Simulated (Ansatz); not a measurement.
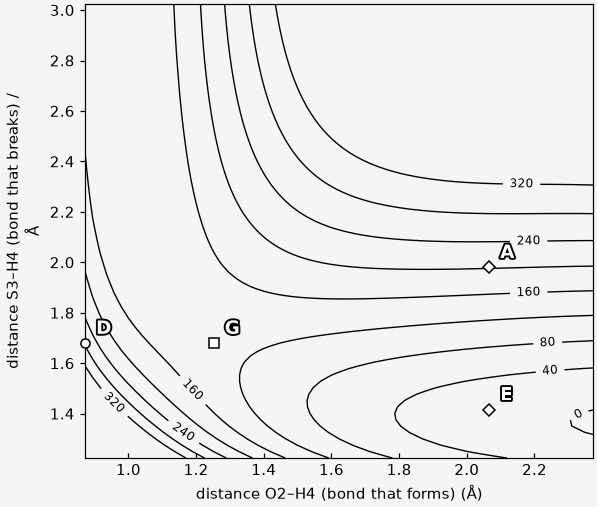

The reacting system AlH₃OS. Coordinates scanned: (1) distance O2–H4 (bond that forms); (2) distance S3–H4 (bond that breaks). Relaxed at each point: all other coordinates. The scan uses a 7 × 7 grid. Points are written as (first, second). All energies are given in kJ/mol relative to the lowest grid point. The reference is spin-restricted, so regions where a bond is pulled apart into radicals lie too high. All numbers below come from RKS wB97X-V/def2-SVP in Ansatz 0.2.0.

In the figure: contour lines labelled in kJ/mol (none above 320), lettered points. Between grid points the surface is interpolated.

**What kind of point is each of A, G: minimum, saddle, maximum or slope?**

A: on a slope; G: saddle point. (In these two coordinates alone; a stationary point may lie a little off the grid point.)

**Rank the lettered points by energy, lowest first.**

E (15 kJ/mol), G (134 kJ/mol), A (202 kJ/mol), D (274 kJ/mol).
